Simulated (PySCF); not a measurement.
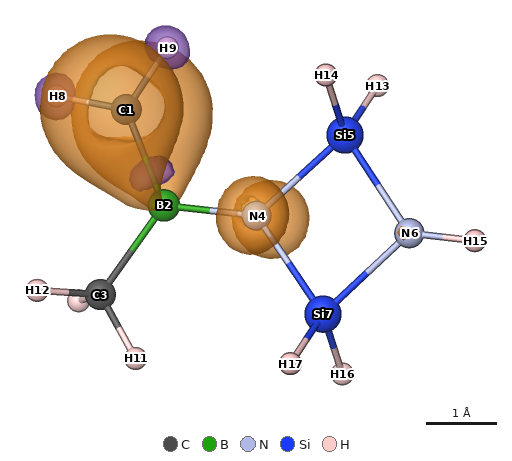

*C$_{2}$H$_{10}$BN$_{2}$Si$_{2}$ (SMILES [CH2]B(C)N1[SiH2]N[SiH2]1) (doublet). Isosurfaces of the spin density at +0.02 (orange) and −0.02 e/Å³ (purple), seen at an oblique angle.*

Geometry: GFN2-xTB.

The calculation used UKS B3LYP, pcH-1 on B C H N Si, non-relativistic, mean-field spin-orbit, GIAO (PySCF).

```xyz
17

C     1.3594   -0.3775    1.8518
B     1.0307   -0.1689    0.3918
C     2.1829   -0.1847   -0.7110
N    -0.3166    0.0375    0.0066
Si   -1.8175    0.1158    0.9254
N    -2.5360    0.3860   -0.6351
Si   -1.0656    0.3106   -1.5631
H     2.3595   -0.5396    2.2230
H     0.6059   -0.3773    2.6247
H     2.6832   -1.1521   -0.7432
H     1.8052    0.0222   -1.7103
H     2.9540    0.5517   -0.4893
H    -2.1920   -1.1527    1.5460
H    -1.8991    1.2622    1.8273
H    -3.4884    0.5395   -0.9103
H    -0.9853   -0.8383   -2.4613
H    -0.6872    1.5776   -2.1831
```

Question: Describe the spin distribution.

Answer: The unpaired spin (1 electron) lies mostly on C1 (about 0.7), B2 (about 0.1) and N4 (about 0.1), in electrons by Hirshfeld's partition.
